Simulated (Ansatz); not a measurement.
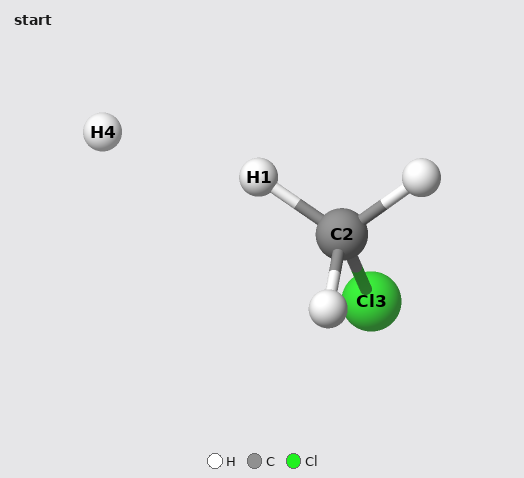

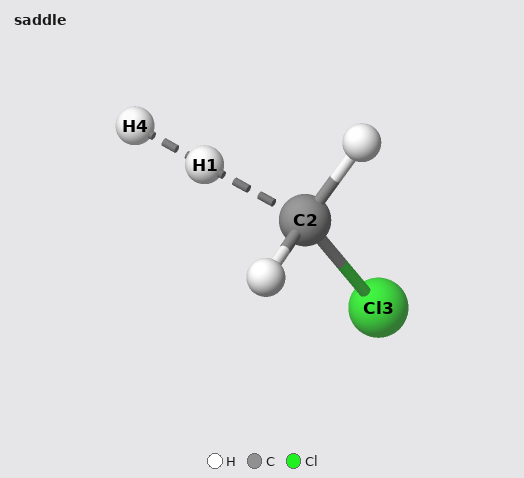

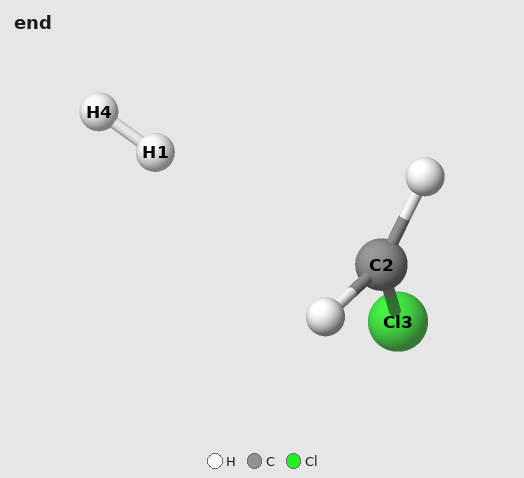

A saddle point and the two end points reached downhill from it. Broken sticks mark bonds that form or break. The species is neutral and a spin doublet. Geometries: PBE0-D4/def2-TZVP; all other levels are single points on them, and energies count from the start as drawn. Program: Ansatz 0.2.0. In CBS estimates cores are frozen, and CCSD(T) − MP2 is taken in the smaller basis.

Which bonds form and which break from start to end?

Formed: H1–H4; broken: H1–C2. At the saddle point H1···H4 is 0.93 Å, H1···C2 is 1.35 Å.

Give the electronic barrier and the reaction energy from start to end in kcal/mol (no zero-point energy) with CCSD(T)/CBS (MP2 limit from def2-TZVPP and def2-QZVPP plus CCSD(T) − MP2).

```
                                                                    level  barrier  reaction energy
CCSD(T)/CBS (MP2 limit from def2-TZVPP and def2-QZVPP plus CCSD(T) − MP2)     13.0             −2.6
```
